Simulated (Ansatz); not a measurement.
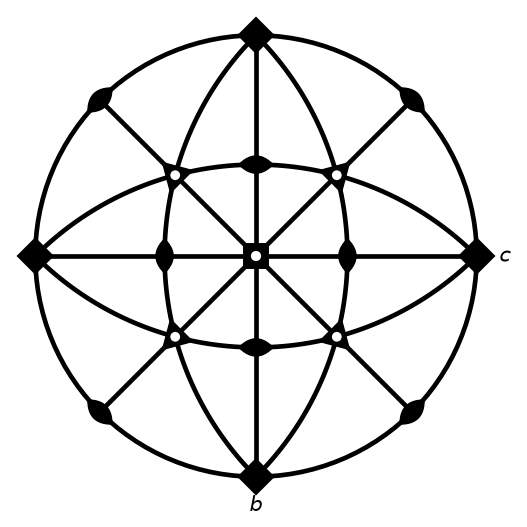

Stereographic projection: heavy lines are mirror planes (a heavy rim: a mirror in the plane of the page); lens, triangle, square and hexagon are 2-, 3-, 4- and 6-fold axes, a lens in an open square is −4, a triangle in an open hexagon −6; thin dashed diameters join the ends of axes that lie in the page; a small open circle marks inversion. The a axis points at the viewer. Computed from the symmetry operations of a computed or model structure of composition Rh.

Question: Which point group is this?

Answer: m-3m (Oh), order 48, cubic system: three fourfold axes, four threefold axes, six twofold axes, nine mirror planes, an inversion centre.

Question: Can such a crystal be piezoelectric, pyroelectric or chiral?

Answer: It is centrosymmetric, so neither piezoelectric nor pyroelectric; it is not chiral.
